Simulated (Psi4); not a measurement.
BH₃Br (charge −1): single-point calculation (part 1 of 2)

System: BH₃Br, charge −1, multiplicity 3, SMILES [BH3-]Br.
Method: CCSD/def2-TZVP, UHF (Psi4 1.11).

The geometry is that of the parent species in another charge or spin state. The geometry comes from this level: GFN2-xTB.

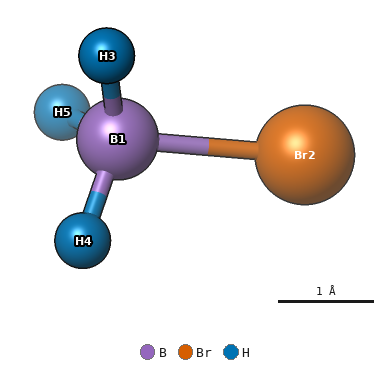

Figure 1. The input geometry (ball-and-stick view, seen at a tilt; atoms are numbered from 1 in the order of the input). Bond lengths as drawn: B–Br 2.03 Å and B–H 1.21 Å.

### Input (input.json)
```
{
  "schema_name": "qcschema_input",
  "schema_version": 1,
  "molecule": {
    "schema_name": "qcschema_molecule",
    "schema_version": 2,
    "symbols": ["B", "Br", "H", "H", "H"],
    "geometry": [0.1994417, -0.08942184, 0.27537089, -1.97321422, 0.88393829, -2.72371896, 2.33201652, -0.41044851, -0.49191461, -0.66620405, -2.01573306, 1.1584777, 0.10796005, 1.63166513, 1.78180387],
    "molecular_charge": -1,
    "molecular_multiplicity": 3,
    "fix_symmetry": "c1"
  },
  "driver": "energy",
  "model": {
    "method": "ccsd",
    "basis": "def2-TZVP"
  },
  "keywords": {
    "reference": "uhf",
    "puream": true,
    "e_convergence": 1e-09,
    "d_convergence": 1e-08,
    "scf_type": "pk",
    "num_frozen_docc": 10,
    "maxiter": 200
  }
}
```

Machine: 1 thread of Intel Xeon (Sapphire Rapids), 12 GiB of memory available, shared host.

Run as:
```bash
psi4 --qcschema input.json -n 1 --memory 1600MB
```

### What the program printed
```
Psi4 1.11 release

   => Loading Basis Set <=

    Name: DEF2-TZVP
    Role: ORBITAL
    Keyword: BASIS

         ---------------------------------------------------------
                                   SCF
                              UHF Reference
                        1 Threads,   1525 MiB Core
         ---------------------------------------------------------

  ==> Geometry <==

    Molecular point group: c1
    Full point group: C1

    Geometry (in Bohr), charge = -1, multiplicity = 3:

       Center              X                  Y                   Z               Mass
    ------------   -----------------  -----------------  -----------------  -----------------
         B            1.831906399936    -0.820706583097     2.528729526950    11.009305360000
         BR          -0.340749520064     0.152653546903    -0.470360323050    78.918337600000
         H            3.964481219936    -1.141733253097     1.761444026950     1.007825032230
         H            0.966260649936    -2.747017803097     3.411836336950     1.007825032230
         H            1.740424749936     0.900380386903     4.035162506950     1.007825032230

  Running in c1 symmetry.

  Rotational constants: A =      4.18021  B =      0.30580  C =      0.30580 [cm^-1]
  Rotational constants: A = 125319.58364  B =   9167.70842  C =   9167.57017 [MHz]
  Nuclear repulsion =   73.969301091074627

  Charge       = -1
  Multiplicity = 3
  Electrons    = 44
  Nalpha       = 23
  Nbeta        = 21

  ==> Algorithm <==

  SCF Algorithm Type is PK.
  DIIS enabled.
  MOM disabled.
  Fractional occupation disabled.
  Guess Type is SAD.
  Energy threshold   = 1.00e-09
  Density threshold  = 1.00e-08
  Integral threshold = 1.00e-12

  ==> Primary Basis <==

  Basis Set: DEF2-TZVP
    Blend: DEF2-TZVP
    Number of shells: 39
    Number of basis functions: 97
    Number of Cartesian functions: 109
    Spherical Harmonics?: true
    Max angular momentum: 3

  ==> Integral Setup <==

  Using in-core PK algorithm.
   Calculation information:
      Number of atoms:                   5
      Number of AO shells:              39
      Number of primitives:             77
      Number of atomic orbitals:       109
      Number of basis functions:        97

      Integral cutoff                 1.00e-12
      Number of threads:                 1

  Performing in-core PK
  Using 22595762 doubles for integral storage.
  We computed 290464 shell quartets total.
  Whereas there are 304590 unique shell quartets.

  ==> DiskJK: Disk-Based J/K Matrices <==

    J tasked:                  Yes
    K tasked:                  Yes
    wK tasked:                  No
    Memory [MiB]:             1144
    Schwarz Cutoff:          1E-12

  Minimum eigenvalue in the overlap matrix is 2.6367386193E-03.
  Reciprocal condition number of the overlap matrix is 4.2274899416E-04.
    Using symmetric orthogonalization.

  ==> Pre-Iterations <==

  SCF Guess: Superposition of Atomic Densities via on-the-fly atomic UHF (no occupation information).

   -------------------------
    Irrep   Nso     Nmo
   -------------------------
     A         97      97
   -------------------------
    Total      97      97
   -------------------------

  ==> Iterations <==

                        Total Energy        Delta E     RMS |[F,P]|

   @UHF iter SAD: -2596.59672549344850   -2.59660e+03   0.00000e+00
   @UHF iter   1: -2598.34038297393590   -1.74366e+00   1.26644e-02 ADIIS/DIIS
   @UHF iter   2: -2598.54889643996967   -2.08513e-01   7.24553e-03 ADIIS/DIIS
   @UHF iter   3: -2598.62969363430147   -8.07972e-02   5.01961e-04 ADIIS/DIIS
   @UHF iter   4: -2598.63455002299270   -4.85639e-03   2.92235e-04 ADIIS/DIIS
   @UHF iter   5: -2598.63720162818936   -2.65161e-03   1.92560e-04 ADIIS/DIIS
   @UHF iter   6: -2598.63939906511132   -2.19744e-03   1.57387e-04 ADIIS/DIIS
   @UHF iter   7: -2598.64085018158949   -1.45112e-03   1.10041e-04 ADIIS/DIIS
   @UHF iter   8: -2598.64188712146597   -1.03694e-03   6.09208e-05 DIIS
   @UHF iter   9: -2598.64215319255300   -2.66071e-04   4.38474e-05 DIIS
[... 53 lines of further cycles ...]
   @UHF iter  63: -2598.64252612358359   -3.80983e-08   1.25599e-07 DIIS
   @UHF iter  64: -2598.64252600451800    1.19066e-07   1.82891e-07 DIIS
   @UHF iter  65: -2598.64252580407674    2.00441e-07   4.12803e-07 DIIS
   @UHF iter  66: -2598.64252573434123    6.97355e-08   6.26912e-08 DIIS
   @UHF iter  67: -2598.64252568650636    4.78349e-08   3.44274e-07 DIIS
   @UHF iter  68: -2598.64252567348331    1.30231e-08   1.28880e-07 DIIS
   @UHF iter  69: -2598.64252566756841    5.91490e-09   2.39109e-07 DIIS
   @UHF iter  70: -2598.64252566541245    2.15596e-09   5.45250e-08 DIIS
   @UHF iter  71: -2598.64252566509140    3.21052e-10   5.06752e-08 DIIS
   @UHF iter  72: -2598.64252566508776    3.63798e-12   5.55802e-09 DIIS
  Energy and wave function converged.

  ==> Post-Iterations <==

   @Spin Contamination Metric:   1.746038520E-02
   @S^2 Expected:                2.000000000E+00
   @S^2 Observed:                2.017460385E+00
   @S   Expected:                1.000000000E+00
   @S   Observed:                1.000000000E+00

    Orbital Energies [Eh]
    ---------------------

    Alpha Occupied:

       1A   -489.904231     2A    -65.045477     3A    -58.404438
       4A    -58.398388     5A    -58.397578     6A     -9.722488
       7A     -7.346644     8A     -7.343248     9A     -7.323478
      10A     -7.321794    11A     -3.077861    12A     -3.073725
      13A     -3.071034    14A     -3.059783    15A     -3.058961
      16A     -0.916154    17A     -0.519174    18A     -0.382480
      19A     -0.328761    20A     -0.310655    21A     -0.250958
      22A     -0.224293    23A      0.116587

    Alpha Virtual:

      24A      0.292367    25A      0.341531    26A      0.345262
      27A      0.372793    28A      0.451562    29A      0.459305
      30A      0.475987    31A      0.492988    32A      0.514645
      33A      0.544951    34A      0.571188    35A      0.577806
      36A      0.625433    37A      0.642738    38A      0.786773
      39A      0.789337    40A      0.794179    41A      0.925129
      42A      0.937560    43A      0.941072    44A      1.022504
      45A      1.134995    46A      1.139764    47A      1.147781
      48A      1.274072    49A      1.355485    50A      1.362307
      51A      1.555664    52A      1.656540    53A      1.680807
      54A      1.700213    55A      1.703091    56A      1.741917
      57A      1.840220    58A      1.887228    59A      1.897637
      60A      1.905194    61A      1.909210    62A      1.991056
      63A      2.024006    64A      2.029313    65A      2.030840
      66A      2.062927    67A      2.163063    68A      2.188556
      69A      2.197129    70A      2.264678    71A      2.271269
      72A      2.318145    73A      2.321994    74A      2.376238
      75A      2.541309    76A      2.651360    77A      2.662708
      78A      2.788903    79A      2.790993    80A      2.936842
      81A      3.019794    82A      3.029979    83A      3.085940
      84A      3.247935    85A      3.432630    86A      3.496131
      87A      3.510846    88A      3.609340    89A      3.619031
      90A      3.743712    91A      4.553623    92A      4.554306
      93A      4.662720    94A      4.690908    95A      4.862882
      96A      8.183202    97A     15.593754

    Beta Occupied:

       1A   -489.899611     2A    -65.042226     3A    -58.396514
       4A    -58.395981     5A    -58.393213     6A     -9.712605
       7A     -7.336818     8A     -7.322162     9A     -7.318192
      10A     -7.314479    11A     -3.066568    12A     -3.065993
      13A     -3.062176    14A     -3.058349    15A     -3.057734
      16A     -0.815412    17A     -0.474004    18A     -0.307393
      19A     -0.279329    20A     -0.236617    21A     -0.208609

    Beta Virtual:

      22A      0.105200    23A      0.305433    24A      0.349118
      25A      0.350982    26A      0.352204    27A      0.434770
      28A      0.472467    29A      0.473258    30A      0.512631
      31A      0.531328    32A      0.548222    33A      0.569141
      34A      0.616270    35A      0.621906    36A      0.659881
      37A      0.671099    38A      0.799070    39A      0.800937
      40A      0.821689    41A      0.962557    42A      0.965534
      43A      0.973784    44A      1.036906    45A      1.151199
      46A      1.151986    47A      1.168273    48A      1.300199
      49A      1.370726    50A      1.371104    51A      1.571520
      52A      1.691694    53A      1.692335    54A      1.749878
      55A      1.750287    56A      1.759459    57A      1.849910
      58A      1.916594    59A      1.918015    60A      1.950712
      61A      1.954403    62A      2.036667    63A      2.041309
      64A      2.055443    65A      2.056341    66A      2.070405
      67A      2.181614    68A      2.203770    69A      2.205898
      70A      2.282073    71A      2.284115    72A      2.335105
      73A      2.336346    74A      2.385610    75A      2.553494
      76A      2.667792    77A      2.670466    78A      2.799665
      79A      2.800375    80A      2.947681    81A      3.031675
      82A      3.036921    83A      3.092580    84A      3.257826
      85A      3.444138    86A      3.505069    87A      3.513755
      88A      3.618929    89A      3.623820    90A      3.750755
      91A      4.574291    92A      4.574482    93A      4.681051
      94A      4.694534    95A      4.872963    96A      8.197597
      97A     15.602663

    Final Occupation by Irrep:
              A
    DOCC [    21 ]
    SOCC [     2 ]
    NA   [    23 ]
    NB   [    21 ]

  @UHF Final Energy: -2598.64252566508776

   => Energetics <=

    Nuclear Repulsion Energy =             73.9693010910746267
    One-Electron Energy =               -3771.0946553525236595
    Two-Electron Energy =                1098.4828285963612871
    Total Energy =                      -2598.6425256650877600

  UHF NO Occupations:
  HONO-2 :   21  A 1.9963795
  HONO-1 :   22  A 1.0000000
  HONO-0 :   23  A 1.0000000
  LUNO+0 :   24  A 0.0036205
  LUNO+1 :   25  A 0.0019530
  LUNO+2 :   26  A 0.0017941
  LUNO+3 :   27  A 0.0008715

Computation Completed

Properties will be evaluated at   0.000000,   0.000000,   0.000000 [a0]

Properties computed using the SCF density matrix

 Multipole Moments:

 ------------------------------------------------------------------------------------
     Multipole            Electronic (a.u.)      Nuclear  (a.u.)        Total (a.u.)
 ------------------------------------------------------------------------------------

 L = 1.  Multiply by 2.5417464519 to convert [e a0] to [Debye]
 Dipole X            :         -6.1299809            3.9044654           -2.2255155
 Dipole Y            :          2.8058234           -1.7490294            1.0567939
 Dipole Z            :         -8.5156244            5.3894792           -3.1261452
 Magnitude           :                                                    3.9802659

 ------------------------------------------------------------------------------------

	total time  =          5 seconds =       0.08 minutes
 MINTS: Wrapper to libmints.

   Calculation information:
      Number of threads:                 1
      Number of atoms:                   5
      Number of AO shells:              39
      Number of SO shells:              39
      Number of primitives:             77
      Number of atomic orbitals:       109
      Number of basis functions:        97

      Number of irreps:                  1
      Integral cutoff                 1.00e-12
      Number of functions per irrep: [  97 ]

 OEINTS: Overlap, kinetic, potential, dipole, and quadrupole integrals
         stored in file 35.

      Computing two-electron integrals...done
      Computed 10323846 non-zero two-electron integrals.
        Stored in file 33.

	Wfn Parameters:
	--------------------
	Wavefunction         = CCSD
	Number of irreps     = 1
	Number of MOs        = 97
	Number of active MOs = 87
	AO-Basis             = NONE
	Semicanonical        = false
	Reference            = UHF
	Print Level          = 1
```
